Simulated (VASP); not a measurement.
# TaSb2 with PBEsol: from relaxation to properties, part 3 of 6

How well does PBEsol reproduce what experiment finds for TaSb2? The cell is relaxed first, and properties follow on it. The start is a computed cell from the Materials Project.

VASP 6.6.1, plane waves and PAW; the level of theory is named at each step.

So far. Step 3 (Second relaxation): It ends with a largest force of 0.009 eV/Å and a pressure of 0.03 GPa. The volume moved by under 0.01 %: the run met its threshold at the first step. Step 4 (Density, ELF and potential (PBEsol)): In this run the pressure is 0.03 GPa, small enough to go on.

## Step 5: Band structure (PBEsol)

Level of this step: PBEsol; plane waves and PAW (Ta_pv, Sb) (VASP).

Levels along the symmetry lines show where the bands peak and cross; KPOINTS_OPT computes them in the converged potential.

Contents of INCAR:

```
SYSTEM = TaSb2
PREC = Accurate
ENCUT = 400
EDIFF = 1E-06
NELM = 100
ISMEAR = 0
SIGMA = 0.05
LREAL = .FALSE.
ALGO = Normal
GGA = PS
NBANDS = 37
LASPH = .TRUE.
LORBIT = 11
LWAVE = .FALSE.
LCHARG = .FALSE.
KPAR = 4
```

Contents of POSCAR:

```
TaSb2
1.0
    5.1171574945     -1.8183642879      0.0095185283
    5.1171574945      1.8183642879      0.0095185283
   -4.2154227015      0.0000000000      7.1302925838
Ta Sb
2 4
Direct
    0.8497042829      0.8497042829      0.8118814231
    0.1502957171      0.1502957171      0.1881185769
    0.1480743744      0.1480743744      0.5345757291
    0.8519256356      0.8519256356      0.4654242709
    0.4049162393      0.4049162393      0.1137224561
    0.5950837607      0.5950837607      0.8862775439
```

Contents of KPOINTS:

```
Automatic mesh
0
Gamma
8 8 4
0 0 0
```

Contents of KPOINTS_OPT:

```
Line mode
16
Line-mode
Reciprocal
  0.50000000   0.50000000  -0.50000000 X
  0.00000000   0.00000000   0.00000000 GAMMA

  0.00000000   0.00000000   0.00000000 GAMMA
  0.00000000   0.00000000   0.50000000 Y

  0.50000000   0.50000000   0.00000000 L
  0.00000000   0.00000000   0.00000000 GAMMA

  0.00000000   0.00000000   0.00000000 GAMMA
  0.00000000  -0.50000000   0.00000000 Z

  0.50000000   0.00000000  -0.50000000 N
  0.00000000   0.00000000   0.00000000 GAMMA

  0.00000000   0.00000000   0.00000000 GAMMA
  0.00000000  -0.50000000   0.50000000 M

  0.50000000   0.00000000   0.00000000 R
  0.00000000   0.00000000   0.00000000 GAMMA
```

The projector-augmented-wave data sets are Ta_pv and Sb (PBE family, release 64).

Run with:

```
$ mpirun -np 4 vasp_std
```

The log of the run:

```text
[... set-up lines as in an earlier step ...]
 entering main loop
       N       E                     dE             d eps       ncg     rms          rms(c)
DAV:   1     0.254622069853E+03    0.25462E+03   -0.15973E+04  6148   0.819E+02
DAV:   2    -0.320234143712E+02   -0.28665E+03   -0.27503E+03  6851   0.234E+02
DAV:   3    -0.456219900419E+02   -0.13599E+02   -0.13317E+02  7155   0.500E+01
DAV:   4    -0.458209655656E+02   -0.19898E+00   -0.19839E+00  6788   0.652E+00
DAV:   5    -0.458238724818E+02   -0.29069E-02   -0.29068E-02  6720   0.898E-01    0.185E+01
DAV:   6    -0.447838910553E+02    0.10400E+01   -0.20622E+00  6584   0.738E+00    0.819E+00
DAV:   7    -0.445786712290E+02    0.20522E+00   -0.51547E-01  6613   0.307E+00    0.346E+00
DAV:   8    -0.445420543256E+02    0.36617E-01   -0.12016E-01  6869   0.166E+00    0.576E-01
DAV:   9    -0.445408662873E+02    0.11880E-02   -0.84734E-03  6650   0.396E-01    0.269E-01
DAV:  10    -0.445405959787E+02    0.27031E-03   -0.14215E-03  6890   0.180E-01    0.679E-02
DAV:  11    -0.445405985057E+02   -0.25269E-05   -0.21497E-04  6523   0.574E-02    0.325E-02
DAV:  12    -0.445406004515E+02   -0.19459E-05   -0.15383E-05  6663   0.210E-02    0.661E-03
DAV:  13    -0.445406001380E+02    0.31356E-06   -0.11489E-06  4359   0.504E-03
   1 F= -.44540600E+02 E0= -.44540186E+02  d E =-.829009E-03
 Start KPOINTS_OPT (optional k-point list driver)
k-point batch [1-78\112]
       N       E                     dE             ncg
DAV:   1     0.860018563939E+04   -0.24311E+05     6148
DAV:   2    -0.140170204222E+05   -0.22617E+05     6934
DAV:   3    -0.151035505639E+05   -0.10865E+04     7052
DAV:   4    -0.151205633898E+05   -0.17013E+02     6561
DAV:   5    -0.151208380265E+05   -0.27464E+00     6805
DAV:   6    -0.151208478788E+05   -0.98523E-02     6693
DAV:   7    -0.151208483783E+05   -0.49955E-03     7007
DAV:   8    -0.151208484063E+05   -0.27938E-04     5651
DAV:   9    -0.151208484079E+05   -0.15823E-05     3961
DAV:  10    -0.151208484082E+05   -0.36486E-06     3936
k-point batch [79-112\112]
       N       E                     dE             ncg
DAV:   1     0.280835164820E+05   -0.16446E+05     2716
DAV:   2     0.184681910787E+05   -0.96153E+04     3065
DAV:   3     0.180045845690E+05   -0.46361E+03     3072
DAV:   4     0.179977215849E+05   -0.68630E+01     2861
DAV:   5     0.179976103100E+05   -0.11127E+00     2934
DAV:   6     0.179976063557E+05   -0.39542E-02     2958
DAV:   7     0.179976061528E+05   -0.20292E-03     3010
DAV:   8     0.179976061410E+05   -0.11868E-04     2515
DAV:   9     0.179976061403E+05   -0.68156E-06     1727
```

It took 1.8 min on 4 MPI ranks of AMD EPYC 9R45, shared host; peak memory 1.9 GiB.

From OUTCAR (step 5):

```text
   k-points           NKPTS =     78   k-points in BZ     NKDIM =     78   number of bands    NBANDS=     37

   NELECT =      42.0000    total number of electrons

 E-fermi :   8.5414

 k-point     1 :       0.0000    0.0000    0.0000
  band No.  band energies     occupation
    ...
     17       6.8357      2.00000
     18       6.9610      2.00000
     19       7.5666      2.00000
     20       7.6941      2.00000
     21       8.0342      2.00000
     22       9.2213      0.00000
     23      10.0210      0.00000
     24      10.8069      0.00000
     25      10.8661      0.00000
     26      11.3549      0.00000
    ...

  Total        0.0147843      0.0097269      0.0394300      0.0000000      0.0000000      0.0081922
  in kB        0.1783149      0.1173171      0.4755685      0.0000000      0.0000000      0.0988066
  external PRESSURE =       0.2570668 kB  Pullay stress =       0.0000000 kB

 POSITION                                       TOTAL-FORCE (eV/Angst)
 -----------------------------------------------------------------------------------
      5.27372      0.00000      5.80513        -0.006373      0.000000      0.007201
      0.74517      0.00000      1.34420         0.006373      0.000000     -0.007201
     -0.73802      0.00000      3.81450        -0.003897      0.000000      0.003157
      6.75692      0.00000      3.33483         0.003897      0.000000     -0.003157
      3.66465      0.00000      0.81858         0.005296      0.000000      0.002117
      2.35424      0.00000      6.33075        -0.005296      0.000000     -0.002117
 -----------------------------------------------------------------------------------
    total drift:                               -0.000014      0.000000      0.000000

  FREE ENERGIE OF THE ION-ELECTRON SYSTEM (eV)
  ---------------------------------------------------
  free  energy   TOTEN  =       -44.5406001380 eV

  energy  without entropy=      -44.5397711285  energy(sigma->0) =      -44.54018563

[... 10 parts as in an earlier step ...]

[... 6 further parts left out ...]
```

Spin-orbit coupling is off here; with elements this heavy it splits and shifts levels by tenths of an eV or more.

Numbers from this step:

```
bands    : 37
pressure : 0.02571 GPa
```

The electronic bands at the labelled points (eV, zero at the Fermi level; # counts the bands kept, so #1 is VASP's band 9):

```tsv
point	#10	#11	#12	#13	#14	#15	#16	#17
X	-1.08	-0.53	-0.51	0.09	0.41	1.01	1.62	1.70
Γ	-1.58	-0.97	-0.85	-0.51	0.68	1.48	2.27	2.32
Y	-1.68	-1.24	-1.01	-0.21	0.25	1.78	1.91	1.99
jump to L	-0.90	-0.77	-0.30	0.15	0.54	0.64	1.58	2.18
Γ	-1.58	-0.97	-0.85	-0.51	0.68	1.48	2.27	2.32
Z	-1.85	-1.67	-1.47	-1.02	1.32	1.67	2.16	2.36
jump to N	-2.24	-1.73	-1.34	-0.63	0.40	1.23	1.44	2.27
Γ	-1.58	-0.97	-0.85	-0.51	0.68	1.48	2.27	2.32
M	-2.24	-1.73	-1.34	-0.63	0.40	1.23	1.44	2.27
jump to R	-1.85	-1.67	-1.47	-1.02	1.32	1.67	2.16	2.36
Γ	-1.58	-0.97	-0.85	-0.51	0.68	1.48	2.27	2.32
```

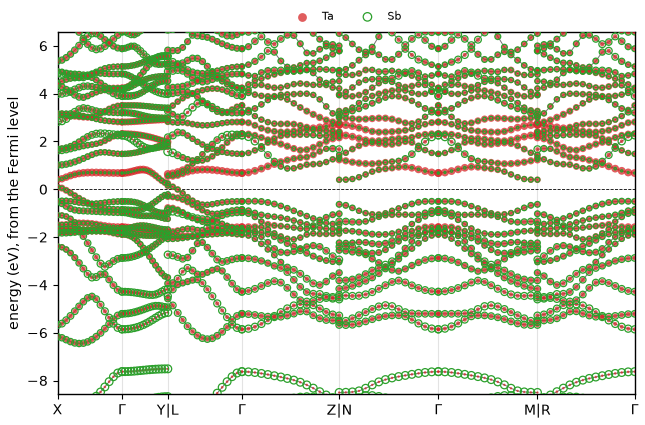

Electronic bands along the path; dots are coloured as in the legend, and their area grows with the weight.

There is no gap at this level.

## Step 6: Density of states (PBEsol)

A density of states needs more k-points than a total energy; ISMEAR = -5 takes tetrahedra, and LORBIT projects the states on the PAW spheres. The mesh is finer than in the run before.

INCAR: that of step 5 with these lines changed.

```diff
@@ -5,3 +5,3 @@
 NELM = 100
-ISMEAR = 0
+ISMEAR = -5
 SIGMA = 0.05
@@ -16 +16,2 @@
 KPAR = 4
+NEDOS = 2001
```

POSCAR is that of step 5.

Contents of KPOINTS:

```
Automatic mesh
0
Gamma
12 12 6
0 0 0
```

Run with:

```
$ mpirun -np 4 vasp_std
```

The log of the run:

```text
[... set-up lines as in an earlier step ...]
 entering main loop
       N       E                     dE             d eps       ncg     rms          rms(c)
DAV:   1     0.253454452829E+03    0.25345E+03   -0.15938E+04 18924   0.819E+02
DAV:   2    -0.321701317362E+02   -0.28562E+03   -0.27465E+03 21490   0.234E+02
DAV:   3    -0.456259097216E+02   -0.13456E+02   -0.13183E+02 22061   0.499E+01
DAV:   4    -0.458211618577E+02   -0.19525E+00   -0.19477E+00 20702   0.653E+00
DAV:   5    -0.458240384365E+02   -0.28766E-02   -0.28767E-02 21131   0.894E-01    0.185E+01
DAV:   6    -0.447820502025E+02    0.10420E+01   -0.20654E+00 20253   0.738E+00    0.820E+00
DAV:   7    -0.445773634429E+02    0.20469E+00   -0.51722E-01 20391   0.308E+00    0.347E+00
DAV:   8    -0.445405032191E+02    0.36860E-01   -0.12086E-01 21241   0.167E+00    0.582E-01
DAV:   9    -0.445393095876E+02    0.11936E-02   -0.87234E-03 20532   0.400E-01    0.271E-01
DAV:  10    -0.445389994373E+02    0.31015E-03   -0.14102E-03 21309   0.179E-01    0.700E-02
DAV:  11    -0.445390031711E+02   -0.37338E-05   -0.21156E-04 20359   0.570E-02    0.330E-02
DAV:  12    -0.445390069898E+02   -0.38187E-05   -0.16073E-05 20434   0.214E-02    0.641E-03
DAV:  13    -0.445390065962E+02    0.39354E-06   -0.11536E-06 13556   0.510E-03
   1 F= -.44539007E+02 E0= -.44539007E+02  d E =0.000000E+00
 -----------------------------------------------------------------------------
|                                                                             |
|           W    W    AA    RRRRR   N    N  II  N    N   GGGG   !!!           |
|           W    W   A  A   R    R  NN   N  II  NN   N  G    G  !!!           |
|           W    W  A    A  R    R  N N  N  II  N N  N  G       !!!           |
|           W WW W  AAAAAA  RRRRR   N  N N  II  N  N N  G  GGG   !            |
|           WW  WW  A    A  R   R   N   NN  II  N   NN  G    G                |
|           W    W  A    A  R    R  N    N  II  N    N   GGGG   !!!           |
|                                                                             |
|     Tetrahedron method does not include variations of the Fermi             |
|     occupations, so forces and stress will be inaccurate. We suggest        |
|     using a different smearing scheme ISMEAR = 1 or 2 for metals in         |
|     relaxations.                                                            |
|                                                                             |
 -----------------------------------------------------------------------------
```

It took 2.6 min on 4 MPI ranks; peak memory 2.8 GiB.

From OUTCAR (step 6):

```text
   k-points           NKPTS =    242   k-points in BZ     NKDIM =    242   number of bands    NBANDS=     37

   NELECT =      42.0000    total number of electrons

 E-fermi :   8.5893

 k-point     1 :       0.0000    0.0000    0.0000
  band No.  band energies     occupation
    ...
     17       6.8352      2.00000
     18       6.9626      2.00000
     19       7.5671      2.00000
     20       7.6964      2.00000
     21       8.0352      2.00000
     22       9.2203      0.00000
     23      10.0218      0.00000
     24      10.8084      0.00000
     25      10.8654      0.00000
     26      11.3546      0.00000
    ...

  Total       -0.0702807      0.0106770      0.1361436      0.0000000      0.0000000      0.0569842
  in kB       -0.8476607      0.1287766      1.6420392      0.0000000      0.0000000      0.6872907
  external PRESSURE =       0.3077184 kB  Pullay stress =       0.0000000 kB

 POSITION                                       TOTAL-FORCE (eV/Angst)
 -----------------------------------------------------------------------------------
      5.27372      0.00000      5.80513        -0.027945      0.000000     -0.013561
      0.74517      0.00000      1.34420         0.027945      0.000000      0.013561
     -0.73802      0.00000      3.81450        -0.001494      0.000000      0.008842
      6.75692      0.00000      3.33483         0.001494      0.000000     -0.008842
      3.66465      0.00000      0.81858         0.022563      0.000000      0.006787
      2.35424      0.00000      6.33075        -0.022563      0.000000     -0.006787
 -----------------------------------------------------------------------------------
    total drift:                               -0.000014      0.000000      0.000000

  FREE ENERGIE OF THE ION-ELECTRON SYSTEM (eV)
  ---------------------------------------------------
  free  energy   TOTEN  =       -44.5390065962 eV

  energy  without entropy=      -44.5390065962  energy(sigma->0) =      -44.53900660

[... 6 parts as in an earlier step ...]

[... 10 further parts left out ...]
```

With tetrahedra the forces and stress of a metal are not exact derivatives of the energy.

Numbers from this step:

```
irreducible k-points   : 242
Fermi energy           : 8.589 eV
pressure               : 0.03077 GPa
DOS at the Fermi level : 0.7384 states/eV/cell
```

The density of states has structure finer than the step of the table below, so its rows give means over 1 eV, whole bins alone (the curve runs from -12.0 to 2.97 eV). Peaks (eV: height): total -1.8: 7.33, 1.9: 6.10, 2.2: 5.47, 2.6: 7.02; Ta d 1.9: 2.81, 2.2: 2.64, 2.4: 2.42, 2.6: 3.58; Sb p -5.3: 1.04, -1.8: 1.44, 1.9: 0.592, 2.7: 0.689; Sb s -10.4: 1.32, -9.7: 1.56, -8.8: 1.61, 1.9: 0.401; Sb d 1.9: 0.162, 2.2: 0.138, 2.4: 0.140, 2.7: 0.188.

States under -12.0 eV and over 3.0 eV are left out. Density of states against energy, zero at the Fermi level; means over each step; values in states/eV/cell:

```tsv
energy (eV)	total	Ta d	Sb p	Sb s	Sb d	Ta p	Ta s
-11	1.63	0.0135	0.0374	0.775	0.00156	0.0228	0.0384
-10	2.07	0.0465	0.0523	1.04	0.00300	0.0324	0.0256
-9	2.50	0.0988	0.0694	1.31	0.00404	0.0246	0.0183
-8	0.792	0.0315	0.0250	0.431	0.00223	0.00795	0.00677
-7	0.00633	2.3e-4	9.8e-4	0.00115	9.5e-6	3.3e-5	5.0e-4
-6	1.26	0.0710	0.302	0.0352	0.00403	0.0132	0.0993
-5	2.95	0.235	0.750	0.124	0.0126	0.0445	0.120
-4	3.00	0.333	0.751	0.130	0.0215	0.0558	0.0892
-3	3.91	0.680	0.941	0.118	0.0394	0.0845	0.0692
-2	6.06	1.68	1.27	0.0798	0.0736	0.137	0.0375
-1	4.27	1.39	0.889	0.0396	0.0644	0.0714	0.0159
0	1.25	0.552	0.184	0.0265	0.0249	0.00789	0.00403
1	3.80	1.68	0.404	0.170	0.0992	0.0389	0.0402
2	4.64	2.12	0.446	0.289	0.126	0.0444	0.0854
```

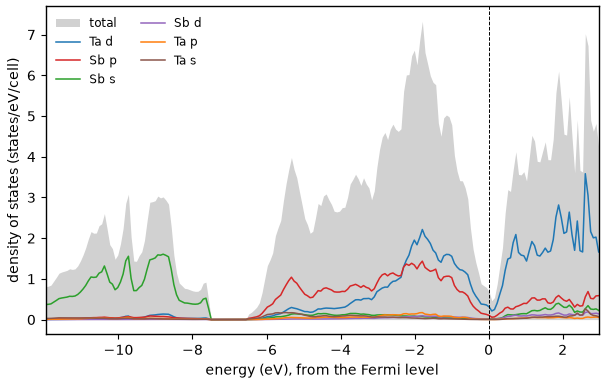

Density of states, plotted against energy.

The finer mesh and the other smearing move the Fermi level by +0.05 eV from the 8×8×4 run, a small shift, which tests the Fermi level alone. Of the states within 0.3 eV of the Fermi level, the largest shares in the PAW spheres are Ta d 45 % and Sb p 16 %. The rest lies in smaller channels or between the spheres.

[end of part 3 of 6]

[Lines on the potential files, build, host, timing and source positions are cut from VASP's logs without a mark.]

[Logs are printed without paths, hosts, clocks, repeated set-up lines and the standing remarks that a program may print on its own settings, such as how far it seeks lower states.]

[Hosts, paths, dates, database ids (printed as entryN), source tags and the programs' standing remarks are cut or masked in the printed files.]

[A measured line is paired with the nearest computed mode of its activity, which favours agreement.]
